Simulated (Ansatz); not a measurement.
# Cr4In: relaxing a made-up structure

Starting from a made-up structure for Cr4In, the aim is the relaxed cell, its shortest contacts and, where a second run follows, its electronic structure.

Program: Ansatz 0.2.0. Level of theory: DFT, PBEsol, plane-wave PAW, files of the set soft_1, scalar-relativistic, ferromagnetic start, cell and ions relaxed at zero pressure; PAW set soft_1. Results are calculated unless marked as measured.

In doubt: warnings of the run leave room for a lower electronic state, so energies may not be the lowest and differences between runs may mislead.

## (1) The structure

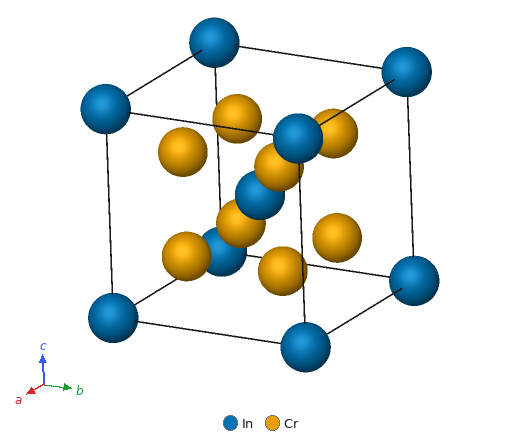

The starting structure, seen slightly off an axis (indium blue, chromium orange). This picture shows the conventional cell, with its axes. Some periodic images of atoms are drawn too.

## (2) Relaxation of the guess

The guess takes its coordinates from another compound and its volume from a rule, so the cell and any free coordinates are relaxed together.

The input, input.yaml:

```yaml
crystal:
  lattice:
    - [-2.6605, 2.6605, 2.6605]
    - [2.6605, -2.6605, 2.6605]
    - [2.6605, 2.6605, -2.6605]
  atoms:
    - { symbol: In, position: [0.0, 0.0, 0.0] }
    - { symbol: Cr, position: [0.5, 0.5, 0.5], spin: 3.0 }
    - { symbol: Cr, position: [0.5, 0.0, 0.0], spin: 3.0 }
    - { symbol: Cr, position: [0.0, 0.5, 0.0], spin: 3.0 }
    - { symbol: Cr, position: [0.0, 0.0, 0.5], spin: 3.0 }
magnetization:
  spin_polarized: true
kpoints:
  mp_grid: { grid: [7, 7, 7] }
scf:
  occupations: { method: fermi_dirac, width: 0.05 }
hamiltonian:
  xc: pbesol
  pseudopotentials: { kind: paw, azcp: { folder: soft_1 }, xc_functional: pbe }
relax:
  f_tol: 0.015
  max_steps: 70
  cell: {}
output:
  forces: true
  stress: true
```

The run is started by

```bash
ansatz run input.yaml --threads 4 --pin off --max-ram 8192MiB --backend cpu --events-out ev --progress --plain --runs-dir out
```

Numbers of over 12 decimals in the logs are rounded to 6 here.

The log of the run:

```text
Engine: ansatz 0.2.0, aarch64-unknown-linux-gnu
Pseudopotentials: kind: paw
Pseudopotential: In, paw, valence charge 13, recommended cutoff 420 eV (normal), soft_1/In.paw.azcp
Pseudopotential: Cr, paw, valence charge 14, recommended cutoff 420 eV (normal), soft_1/Cr.paw.azcp
Functional definition: PBEsol
  exchange = pbesol_x
  correlation = pbesol_c
Crystal: 5 atoms, lattice volume = 75.327 Å³
Basis set: ecut = 420 eV, 1481 PW (Γ), exchange–correlation on 64×64×64 points (8 copies of the dense FFT grid, shifted against one another)
Bands: 49, of which v1, the nominal top of the filled ones, is band 35 counted from 1 (34 counted from 0)
Symmetry: 48 space group operations
Space group: Im-3m (ITA 229), of the structure as read, at distance tolerance 4.2e-5 Å
Magnetic group: BNS 229.140 (UNI 1642), of the structure as read, at distance tolerance 4.2e-5 Å
k-points: 20 of 343
Non-local potential: In, projectors of the file, l = 0: 2, l = 1: 2, l = 2: 2, l = 3: 1
Non-local potential: Cr, projectors of the file, l = 0: 3, l = 1: 2, l = 2: 3, l = 3: 1
PAW form: soft (Blöchl's): semilocal exchange-correlation on the pseudo side does not see the compensation charge
PAW frozen core: In, regenerated for the run's functional, and the local potential with it (the file was generated under x = pbe(κ = 0.804, μ = 0.219515), c = pbe(β = 0.066725))
PAW frozen core: Cr, regenerated for the run's functional, and the local potential with it (the file was generated under x = pbe(κ = 0.804, μ = 0.219515), c = pbe(β = 0.066725))
PAW one-centre angular grid: In, 590 points (default); XC on 64 Gauss nodes
PAW one-centre angular grid: Cr, 590 points (default); XC on 64 Gauss nodes
Initial density: superposition of atomic densities (chi_scale 0.1, normalization cell)
Starting moments: Σ|m| = 12 μB on 4 of 5 sites
Initial wavefunctions: pseudopotential atomic-orbital guess
Functional: x = pbesol(κ = 0.804, μ = 0.123457), c = pbesol(β = 0.046)
SCF iter   1: F=—  HF=-18912.701723 eV  |F-HF|=—  |Δ(HF+E_count)|=         —  Δρ=1.03e-1 (↑1.03e-1 ↓4.27e-2)  dr2=1.34e1  dr2_m=1.05e0  M=9.455 μB ∫|m|=9.480 μB  β_m=0.30  ethr=3.10e-3  ⟨swp⟩=6.2  Hψ=6570  notcnv=0  defer=3
Mixer restart at iter 1: flushing history
preconditioner: auto → Kerker (q_TF=auto, 2.689 Å⁻¹)  [metal: Δε(μ)=0.008 eV  Ē_g=9.414 eV  σ=0.050 eV  W_gap=0.04  n_scr=18 (ndim 8)  ℏωp=26.0 eV  f_vac=0.000  D(μ)=10.33/eV (n_scr^D=140)]
spin=Collinear: Kerker preconditioning applied to the charge; magnetization (m = ρ↑ − ρ↓) channel mixes plain (no charge-response kernel on spin).
SCF iter   2: F=—  HF=-18910.005774 eV  |F-HF|=—  |Δ(HF+E_count)|=    2.70e0  Δρ=5.37e-2 (↑5.37e-2 ↓2.68e-2)  dr2=4.05e0  dr2_m=3.52e-1  M=9.386 μB ∫|m|=9.418 μB  β_m=0.45  ethr=3.10e-3  ⟨swp⟩=2.4  Hψ=3909  notcnv=0  defer=106
SCF iter   3: F=—  HF=-18909.083846 eV  |F-HF|=—  |Δ(HF+E_count)|=   9.22e-1  Δρ=1.68e-2 (↑1.68e-2 ↓1.56e-2)  dr2=2.61e-1  dr2_m=1.05e-1  M=8.761 μB ∫|m|=8.818 μB  β_m=0.69  ethr=3.10e-3  ⟨swp⟩=2.2  Hψ=3122  notcnv=0  defer=106
SCF iter   4: F=—  HF=-18911.660673 eV  |F-HF|=—  |Δ(HF+E_count)|=         —  Δρ=1.07e-1 (↑1.07e-1 ↓9.29e-2)  dr2=2.07e-1  dr2_m=6.79e0  M=2.597 μB ∫|m|=2.703 μB  β_m=1.00  ethr=3.78e-4  ⟨swp⟩=2.5  Hψ=3615  notcnv=0  defer=103
Mixer restart at iter 4: flushing history
SCF iter   5: F=—  HF=-18910.158006 eV  |F-HF|=—  |Δ(HF+E_count)|=    1.50e0  Δρ=1.71e-2 (↑4.33e-3 ↓1.71e-2)  dr2=1.38e-1  dr2_m=5.81e-2  M=2.104 μB ∫|m|=2.160 μB  β_m=0.69  ethr=7.25e-5  ⟨swp⟩=3.0  Hψ=4328  notcnv=0  defer=103
SCF iter   6: F=—  HF=-18910.170834 eV  |F-HF|=—  |Δ(HF+E_count)|=   1.28e-2  Δρ=2.08e-2 (↑2.08e-2 ↓1.29e-2)  dr2=4.16e-2  dr2_m=1.93e-1  M=1.357 μB ∫|m|=1.408 μB  β_m=0.85  ethr=7.25e-5  ⟨swp⟩=3.2  Hψ=4179  notcnv=0  defer=50
SCF iter   7: F=—  HF=-18910.152508 eV  |F-HF|=—  |Δ(HF+E_count)|=   1.83e-2  Δρ=1.21e-2 (↑9.34e-3 ↓1.21e-2)  dr2=6.07e-3  dr2_m=7.87e-2  M=1.040 μB ∫|m|=1.081 μB  β_m=0.06  ethr=6.03e-5  ⟨swp⟩=2.0  Hψ=3944  notcnv=0  defer=58
SCF iter   8: F=—  HF=-18910.153350 eV  |F-HF|=—  |Δ(HF+E_count)|=   8.43e-4  Δρ=1.09e-2 (↑6.86e-3 ↓1.09e-2)  dr2=1.15e-2  dr2_m=5.31e-2  M=0.906 μB ∫|m|=0.942 μB  β_m=0.62  ethr=8.80e-6  ⟨swp⟩=1.5  Hψ=2413  notcnv=0  defer=58
SCF iter   9: F=—  HF=-18910.150586 eV  |F-HF|=—  |Δ(HF+E_count)|=   2.76e-3  Δρ=8.37e-4 (↑8.37e-4 ↓6.70e-4)  dr2=2.24e-4  dr2_m=2.94e-4  M=0.125 μB ∫|m|=0.131 μB  β_m=0.81  ethr=8.80e-6  ⟨swp⟩=2.5  Hψ=4015  notcnv=0  defer=58
SCF iter  10: F=—  HF=-18910.150512 eV  |F-HF|=—  |Δ(HF+E_count)|=   7.38e-5  Δρ=1.19e-3 (↑1.19e-3 ↓1.13e-3)  dr2=1.43e-5  dr2_m=9.25e-4  M=0.166 μB ∫|m|=0.172 μB  β_m=0.81  ethr=3.25e-7  ⟨swp⟩=2.1  Hψ=2999  notcnv=0  defer=55
SCF iter  11: F=—  HF=-18910.150636 eV  |F-HF|=—  |Δ(HF+E_count)|=   1.24e-4  Δρ=2.08e-4 (↑1.31e-4 ↓2.08e-4)  dr2=5.54e-6  dr2_m=1.84e-5  M=0.041 μB ∫|m|=0.042 μB  β_m=0.91  ethr=2.07e-8  ⟨swp⟩=3.0  Hψ=3951  notcnv=0  defer=55
SCF iter  12: F=—  HF=-18910.150651 eV  |F-HF|=—  |Δ(HF+E_count)|=   1.46e-5  Δρ=1.46e-4 (↑1.46e-4 ↓1.37e-4)  dr2=6.87e-7  dr2_m=1.37e-5  M=0.016 μB ∫|m|=0.016 μB  β_m=0.95  ethr=8.03e-9  ⟨swp⟩=2.4  Hψ=3440  notcnv=0  defer=55
SCF iter  13: F=—  HF=-18910.150650 eV  |F-HF|=—  |Δ(HF+E_count)|=   4.74e-7  Δρ=5.05e-5 (↑5.05e-5 ↓4.27e-5)  dr2=1.49e-7  dr2_m=1.45e-6  M=-0.004 μB ∫|m|=0.004 μB  β_m=0.98  ethr=9.96e-10  ⟨swp⟩=3.0  Hψ=3897  notcnv=0  defer=55
SCF iter  14: F=—  HF=-18910.150650 eV  |F-HF|=—  |Δ(HF+E_count)|=   1.39e-7  Δρ=1.23e-5 (↑1.23e-5 ↓1.12e-5)  dr2=7.69e-9  dr2_m=9.34e-8  M=-0.002 μB ∫|m|=0.002 μB  β_m=0.99  ethr=2.15e-10  ⟨swp⟩=2.2  Hψ=2911  notcnv=0  defer=55
SCF iter  15: F=—  HF=-18910.150650 eV  |F-HF|=—  |Δ(HF+E_count)|=  7.68e-10  Δρ=6.75e-7 (↑6.75e-7 ↓4.84e-7)  dr2=1.03e-9  dr2_m=4.34e-11  M=0.000 μB ∫|m|=0.000 μB  β_m=0.95  ethr=1.11e-11  ⟨swp⟩=3.0  Hψ=3827  notcnv=0  defer=55
SCF iter  16: F=-18910.150650 eV  HF=-18910.150650 eV  |F-HF|=3.49e-10  |Δ(HF+E_count)|=  3.64e-12  Δρ=4.74e-7 (↑4.74e-7 ↓2.54e-7)  dr2=4.03e-10  dr2_m=1.20e-11  M=0.000 μB ∫|m|=0.000 μB  ethr=1.49e-12  ⟨swp⟩=1.0  Hψ=4452  notcnv=0
WARN: the starting moments were not kept: the SCF closed with an absolute magnetisation of 7.4e-5 μB, where they sum to 12 μB in size (4 sites). That is at most 0.1 of that sum. Measured as dr2_m measures the in/out step, that magnetisation stands 1.4e-9 eV from none, at or under the dr2_threshold of 1.0e-7 eV: it is no larger than a step whose dr2_m would equal this threshold. The system may hold no moment; this SCF [...]
SCF 1 converged in 16 iterations: F = -18910.150650 eV  dr2 = 4.03e-10
[...]
SCF iter  12: F=-18910.922230 eV  HF=-18910.922230 eV  |F-HF|=2.18e-9  |Δ(HF+E_count)|=   4.02e-9  Δρ=1.32e-6 (↑1.32e-6 ↓7.91e-7)  dr2=2.05e-9  dr2_m=1.38e-10  M=-4.323 μB ∫|m|=4.410 μB  ethr=1.92e-11  ⟨swp⟩=1.0  Hψ=5427  notcnv=0
SCF 3 converged in 12 iterations: F = -18910.922230 eV  dr2 = 2.05e-9
  greatest PAW one-centre occupation: 1.000 electrons in one spin orbital (limit 2), on the Cr atom at site 2 (counted from 0), in its partial waves of l = 0
relax step   3: F+E_penalty+E_count = -18910.92222986 eV  Δ(F+E_penalty+E_count) = -5.299e-2 eV  max|allowed force component| = 2.019e-29 eV/Å  Δτ_max = 0.0000 Å  P = +0.832 GPa  Ω = 87.482 Å³  energy of the carried Pulay correction = -2.861e-3 eV  (12 SCF iters, dr2 threshold 5.00e-7 eV, accepted)
[...]
relax step   4: F+E_penalty+E_count = -18910.92385241 eV  Δ(F+E_penalty+E_count) = -1.623e-3 eV  max|allowed force component| = 1.972e-29 eV/Å  Δτ_max = 0.0000 Å  P = +0.100 GPa  Ω = 88.093 Å³  energy of the carried Pulay correction = -2.993e-3 eV  (8 SCF iters, dr2 threshold 5.00e-7 eV, accepted)
[...]
relax step   5: F+E_penalty+E_count = -18910.92386242 eV  Δ(F+E_penalty+E_count) = -1.000e-5 eV  max|allowed force component| = 9.424e-29 eV/Å  Δτ_max = 0.0000 Å  P = +0.006 GPa  Ω = 88.178 Å³  energy of the carried Pulay correction = -3.011e-3 eV  (7 SCF iters, dr2 threshold 2.51e-8 eV, accepted)
[...]
relax step   6: F+E_penalty+E_count = -18910.93096941 eV  Δ(F+E_penalty+E_count) = -7.107e-3 eV  max|allowed force component| = 1.085e-28 eV/Å  Δτ_max = 0.0000 Å  P = +0.186 GPa  Ω = 88.178 Å³  stress off target by 1.86e-1 GPa  SCF on the basis re-selected at this cell (its energy is not comparable with the rows above)  (10 SCF iters)
[...]
relax step   7: F+E_penalty+E_count = -18910.93103808 eV  Δ(F+E_penalty+E_count) = -6.867e-5 eV  max|allowed force component| = 2.753e-29 eV/Å  Δτ_max = 0.0000 Å  P = +0.011 GPa  Ω = 88.344 Å³  energy of the carried Pulay correction = -3.336e-5 eV  (7 SCF iters, dr2 threshold 8.66e-8 eV, accepted)
iter 1 solved again at ethr=7.38e-8 eV; its pass at ethr=3.10e-3 eV (dr2=5.09e-5 eV) is discarded
SCF iter   1: F=—  HF=-18910.931059 eV  |F-HF|=—  |Δ(HF+E_count)|=         —  Δρ=3.57e-6 (↑3.57e-6 ↓1.27e-6)  dr2=1.76e-8  dr2_m=1.82e-9  M=-4.500 μB ∫|m|=4.589 μB  β_m=0.65  ethr=7.38e-8  ⟨swp⟩=3.5  Hψ=11238  notcnv=0
preconditioner: auto → Kerker (q_TF=auto, 2.128 Å⁻¹)  [metal: Δε(μ)=0.022 eV  Ē_g=7.559 eV  σ=0.050 eV  W_gap=0.11  n_scr=12 (ndim 8)  ℏωp=24.0 eV  f_vac=0.000  D(μ)=11.09/eV (n_scr^D=176)]
spin=Collinear: Kerker preconditioning applied to the charge; magnetization (m = ρ↑ − ρ↓) channel mixes plain (no charge-response kernel on spin).
SCF iter   2: F=—  HF=-18910.931063 eV  |F-HF|=—  |Δ(HF+E_count)|=   4.27e-6  Δρ=2.81e-6 (↑2.00e-6 ↓2.81e-6)  dr2=1.59e-9  dr2_m=4.01e-9  M=-4.499 μB ∫|m|=4.589 μB  β_m=0.47  ethr=2.55e-11  ⟨swp⟩=3.0  Hψ=3854  notcnv=0
SCF iter   3: F=—  HF=-18910.931063 eV  |F-HF|=—  |Δ(HF+E_count)|=   1.18e-9  Δρ=1.53e-6 (↑1.53e-6 ↓1.21e-6)  dr2=4.41e-10  dr2_m=1.39e-9  M=-4.499 μB ∫|m|=4.589 μB  β_m=0.74  ethr=2.30e-12  ⟨swp⟩=2.0  Hψ=3195  notcnv=0
SCF iter   4: F=—  HF=-18910.931063 eV  |F-HF|=—  |Δ(HF+E_count)|=  2.95e-10  Δρ=6.76e-7 (↑3.76e-7 ↓6.76e-7)  dr2=8.47e-11  dr2_m=2.02e-10  M=-4.499 μB ∫|m|=4.589 μB  β_m=0.71  ethr=1.00e-12  ⟨swp⟩=2.0  Hψ=2875  notcnv=0
SCF iter   5: F=—  HF=-18910.931063 eV  |F-HF|=—  |Δ(HF+E_count)|=  6.91e-11  Δρ=1.72e-7 (↑1.72e-7 ↓9.86e-8)  dr2=2.65e-11  dr2_m=5.26e-12  M=-4.499 μB ∫|m|=4.589 μB  β_m=0.85  ethr=1.00e-12  ⟨swp⟩=1.5  Hψ=2046  notcnv=0
SCF iter   6: F=-18910.931063 eV  HF=-18910.931063 eV  |F-HF|=7.28e-12  |Δ(HF+E_count)|=  2.18e-11  Δρ=4.43e-8 (↑4.43e-8 ↓2.39e-8)  dr2=3.33e-12  dr2_m=2.11e-13  M=-4.499 μB ∫|m|=4.589 μB  ethr=1.00e-12  ⟨swp⟩=2.6  Hψ=5490  notcnv=0
SCF 8 converged in 6 iterations: F = -18910.931063 eV  dr2 = 3.33e-12
relax step   8: F+E_penalty+E_count = -18910.93106291 eV  Δ(F+E_penalty+E_count) = -2.483e-5 eV  max|allowed force component| = 2.443e-29 eV/Å  Δτ_max = 0.0000 Å  P = +0.011 GPa  Ω = 88.344 Å³  stress off target by 1.06e-2 GPa  SCF on the basis re-selected at this cell (its energy is not comparable with the rows above)  (6 SCF iters)
basis re-selected at this cell: Δ(F+E_penalty+E_count) = -2.483e-5 eV, ΔP = -0.001 GPa vs the last step (what re-selecting the basis moved, of the pressure what is left beyond the Pulay correction that the steps carried, after the strain that the cell walked since its last selection, with what the two solves' SCF thresholds leave and, on support functions, any second-order correction that the steps lacked; it is no m [...]
WARN: an SCF from antiferromagnetic starting moments (0.00, 3.00, 3.00, -3.00, -3.00 Bohr magnetons, atom by atom) was not made, by what the run has read of turns of its moments that order reads lower: the deck asks for what bars it, or types moments that do (magnetization.spin_polarized, in the input reference, names some of the keys), or the run goes by scf.lower_state_search: light, the default, which as a rule tries one only behind a close that has lost an order of both signs, or on which an open d or half-filled 4f shell of a PAW file has lost a moment that was set nearer to Hund's than to what is left; [rest of the remark cut]
SCF converged after 6 iterations
Magnetization: -4.4994 μB (32.2503 up, 36.7497 down)
Absolute magnetization: 4.5921 μB (∫|ρ↑−ρ↓|, with the PAW one-centre terms)
Spin contamination: 0.0634 ħ² per cell (⟨S²⟩ above its minimum at these occupations)
Per-site moments (μB) at R_I (Å): [(0.00267174, 1.002292), (-1.020380, 1.002292), (-1.020380, 1.002292), (-1.020380, 1.002292), (-1.020380, 1.002292)]
Free energy (F): -18910.931063 eV
Harris-Foulkes:  -18910.931063 eV  (|F-HF|=7.28e-12)
Internal energy: -18910.839455 eV  (E = F + TS)
E sigma→0 (E₀):  -18910.885259 eV
Entropy (-TS):   -0.091608 eV (-18.322 meV/atom)
Fermi energy:    12.166379 eV
--- Per-component energies (eV) ---
  E_band       = -948.170013
  E_kinetic    = 1427.872025
  E_local      = -7355.642771  (includes V_loc(G=0)·N_el)
  E_nonlocal   = 516.883117
  E_hartree    = 3250.028664
  E_xc         = -596.346433
  E_vxc        = -669.986008  (∫ρ·V_xc dr)
  E_paw        = -8908.060219  (= ΣΔE_a)
  E_vpaw       = -1367.357610  (= ΣTr[D̂ρ^β])
  E_aug_tail   = 0.003952  (compensation charges beyond the density's cutoff)
  E_ewald      = -7246.453693
  E_core_change = 0.875902  (= ΣΔE_core)
  E_smearing   = -0.091608  (= −TS)
  E_closure    = 0.000000  (closes the sum)
  Σ components = -18910.931063   (vs F -18910.931063, Δ=0.00e0)
--- Forces (eV/Å), atoms counted from 1 ---
  atom   1  In    -0.00000000     0.00000000     0.00000000
  atom   2  Cr     0.00000000    -0.00000000     0.00000000
  atom   3  Cr     0.00000000    -0.00000000    -0.00000000
  atom   4  Cr     0.00000000    -0.00000000     0.00000000
  atom   5  Cr     0.00000000     0.00000000    -0.00000000
  max |Σ_I F_I| component: 5.67e-29 eV/Å
--- Stress (GPa, compression-positive) ---
        0.010591      -0.000000       0.000000
       -0.000000       0.010591       0.000000
        0.000000      -0.000000       0.010591
  P = ⅓ Tr σ = 0.0106 GPa (0.106 kbar)
--- Relaxed structure (6 steps of the walk, 6 accepted, 2 SCFs on fresh bases) ---
  F+E_penalty+E_count = -18910.93106291 eV   max|allowed force component| = 2.443e-29 eV/Å   (the final SCF, on the basis selected at the relaxed cell)
  cell:  # Å, volume = 88.3444 Å³
    - [-2.805690, 2.805690, 2.805690]
    - [2.805690, -2.805690, 2.805690]
    - [2.805690, 2.805690, -2.805690]
  atoms:
    - { symbol: In, position: [0, 0, 0] }
    - { symbol: Cr, position: [0.5, 0.5, 0.5] }
    - { symbol: Cr, position: [0.5, 0.0, 0.0] }
    - { symbol: Cr, position: [0.0, 0.5, 0.0] }
    - { symbol: Cr, position: [0.0, 0.0, 0.5] }
```

Run time: 20 s. Hardware: 4 threads of Arm Neoverse V2, shared host; peak memory 0.51 GiB; 74 s of CPU time.

The steps of the relaxation:

| step | energy less that of the first step (eV) | largest force component (eV/Å) | pressure (GPa) | volume (Å³) |
| --- | --- | --- | --- | --- |
| 1 | 0.0000 | 0.0000 | 23.14 | 75.33 |
| 2 | -0.7186 | 0.0000 | 5.07 | 84.50 |
| 3 | -0.7716 | 0.0000 | 0.83 | 87.48 |
| 4 | -0.7732 | 0.0000 | 0.10 | 88.09 |
| 5 | -0.7732 | 0.0000 | 0.01 | 88.18 |
| 6* | -0.7803 | 0.0000 | 0.19 | 88.18 |
| 7 | -0.7804 | 0.0000 | 0.01 | 88.34 |
| 8* | -0.7804 | 0.0000 | 0.01 | 88.34 |

Relaxation steps marked * repeat the geometry before them on a plane-wave basis chosen anew for their cell, so energy and pressure can jump there.

Forces are held to the 48 operations that the run works with; a distortion that breaks them can't arise in this run.

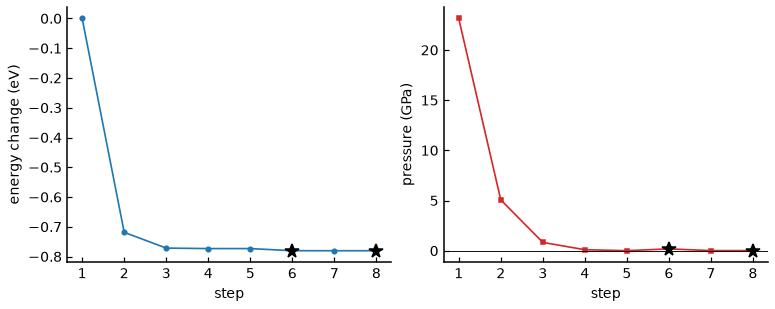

Energy and pressure along the relaxation. Stars mark steps on a basis chosen anew.

| conventional cell, symmetrised | before | after | change |
| --- | --- | --- | --- |
| a (Å) | 5.321 | 5.611 | +5.5 % |
| b (Å) | 5.321 | 5.611 | +5.5 % |
| c (Å) | 5.321 | 5.611 | +5.5 % |
| volume (Å³/atom) | 15.07 | 17.67 | +17.3 % |

The relaxed structure:

```
In Cr
1.0
    -2.80569    2.80569    2.80569
     2.80569   -2.80569    2.80569
     2.80569    2.80569   -2.80569
In Cr
1 4
Direct
  0.00000 0.00000 0.00000
  0.50000 0.50000 0.50000
  0.50000 0.00000 0.00000
  0.00000 0.50000 0.00000
  0.00000 0.00000 0.50000
```

This step gave:

| Property | Result |
| --- | --- |
| free energy | -18910.9311 eV |
| energy at zero smearing | -18910.8853 eV |
| smearing term TS | 0.09161 eV |
| Fermi energy | 12.17 eV |
| magnetization | -4.499 μB |
| absolute magnetization | 4.592 μB |
| site moments | 0.002672, -1.020, -1.020, -1.020, -1.020 μB |
| electrons | 69 |
| symmetry operations | 48 |
| pressure | 0.01059 GPa |

Site moment by atom:

| atom | site moment (μB) |
| --- | --- |
| In1 | 0.00 |
| Cr2 | -1.02 |
| Cr3 | -1.02 |
| Cr4 | -1.02 |
| Cr5 | -1.02 |

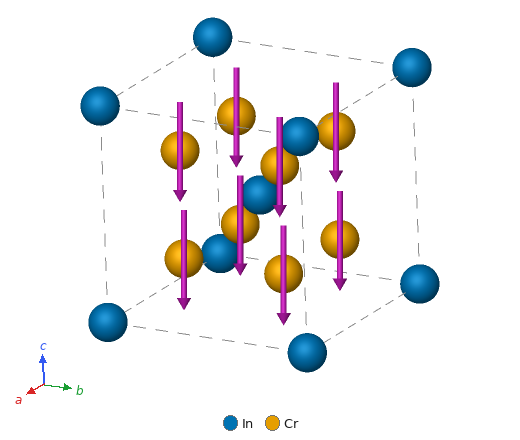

Site moment as arrows, the longest 1.02 μB. Up and down stand for the sign. Arrows give size and sign along the axis of quantisation, drawn up and down the page. Some periodic images of atoms are drawn too.

Shortest distances by pair of elements, guess and relaxed (not always the same contact):

| pair | guess (Å) | relaxed (Å) |
| --- | --- | --- |
| Cr–In | 2.304 | 2.430 |
| Cr–Cr | 2.660 | 2.806 |
| In–In | 4.608 | 4.860 |

The relaxation ends with a pressure of 0.01 GPa.

## (3) What came out

```
space group, relaxed : Im-3m
conventional cell    : a = 5.611, b = 5.611, c = 5.611 Å; α = 90.0°, β = 90.0°, γ = 90.0°
volume per atom      : 17.67 Å³ (guess 15.07)
total moment         : 4.50 μB in the cell of 5 atoms
```

**Reading.** Cr4In relaxes to Im-3m with a = 5.611, b = 5.611 and c = 5.611 Å. The guessed volume was 15 % too small. The space group Im-3m was held in the relaxation, so the end point is a stationary structure within it and may be a saddle against distortions or other arrangements. The input starts from parallel moments, and no other start was typed. The electronic state may lie above the lowest one. Mesh and cutoff weren't tested. No dispersion term is used, so weakly bound directions may come out too long. The program estimates, without running it, that another magnetic order lies lower than the one relaxed here. Nothing here tests whether the compound is stable against decomposition.

[Logs are printed without paths, hosts, clocks, repeated set-up lines and the standing remarks that a program may print on its own settings, such as how far it seeks lower states.]

[Hosts, paths, dates, database ids (printed as entryN), source tags and the programs' standing remarks are cut or masked in the printed files.]
